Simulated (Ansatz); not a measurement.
Input file:

```
crystal:
  periodic: [false, false, false]
  atoms:
    - {symbol: Si, position_ang: [-0.444002, 0.580756, -1.104491]}
    - {symbol: H, position_ang: [-0.039923, -3.141781, 0.030920]}
    - {symbol: H, position_ang: [0.627801, -0.259797, -1.684754]}
    - {symbol: H, position_ang: [-0.836204, 1.622378, -2.093007]}
    - {symbol: H, position_ang: [-1.635260, -0.223434, -0.749349]}
    - {symbol: H, position_ang: [0.580069, -0.008199, 1.422904]}
    - {symbol: N, position_ang: [0.185411, 1.254595, 0.389881]}
    - {symbol: H, position_ang: [0.188843, -2.682511, 0.575502]}
    - {symbol: F, position_ang: [0.799328, -0.740733, 1.999470]}
    - {symbol: H, position_ang: [-0.470876, 1.816837, 0.918049]}
    - {symbol: H, position_ang: [1.044813, 1.781988, 0.294774]}
basis:
  gaussian: {orbitals: def2-TZVPP}
hamiltonian: {xc: pbe0, dispersion: d4}
output: {orbitals: {seedname: orbitals}}
```

Run with:

```sh
ansatz run in.yaml --threads 4 --pin off --events-out ev --progress --plain --max-ram 9574MiB
```

The product side of a reaction path; geometry: PBE0-D4/def2-TZVP.

All numbers below come from Ansatz 0.2.0, RKS PBE0-D4/def2-TZVPP.

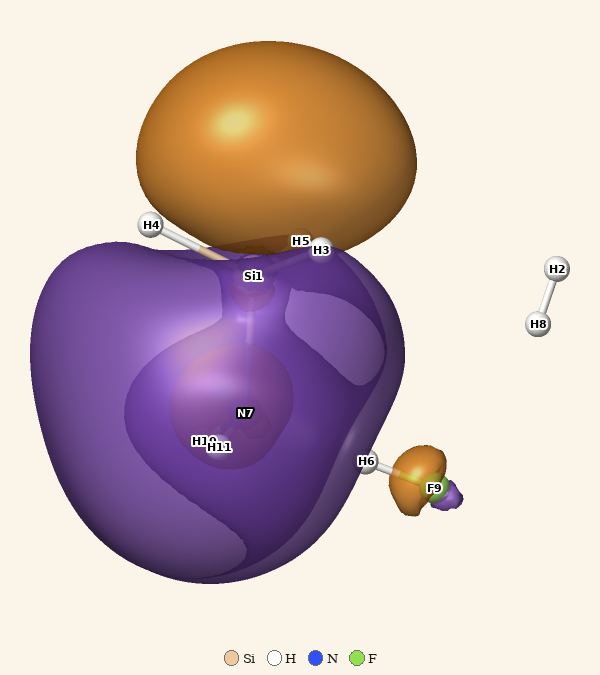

H₅NSi···H₂···HF. The LUMO at ±0.06 Å⁻³ᐟ² (orange and purple are the two phases), seen across its widest extent.

**Where does this orbital lie, and at what energy?**

By Hirshfeld shares it lies mainly on Si1 (about 40 %), H10 (about 15 %), H11 (about 15 %) and N7 (about 10 %). Its energy is −0.29 eV.
